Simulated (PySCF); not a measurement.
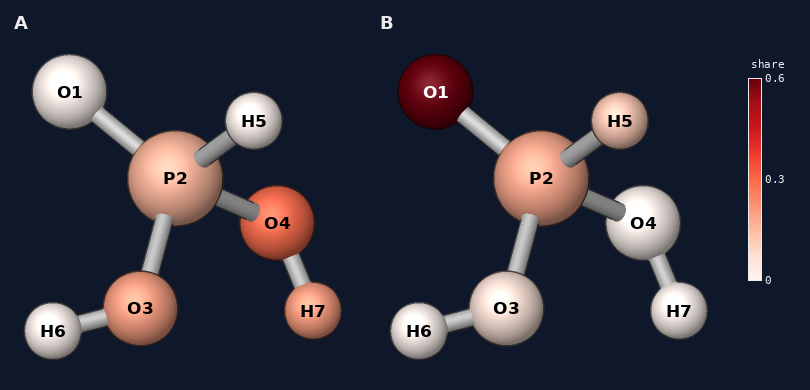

Each panel colours the atoms by their Löwdin share in one orbital (up to four of the largest shares; other atoms are shown as zero). Geometry: a frame of a GFN2-xTB molecular-dynamics simulation, not a minimum. Level of theory: PBE0/def2-SVPD (PySCF 2.14.0).

Question: The panels show the HOMO, LUMO, in some order. Which is which?

Answer: A: LUMO, −0.10 eV; O4 0.29, H7 0.20, O3 0.20, P2 0.16
B: HOMO, −8.72 eV; O1 0.60, P2 0.18, H5 0.12, O3 0.06
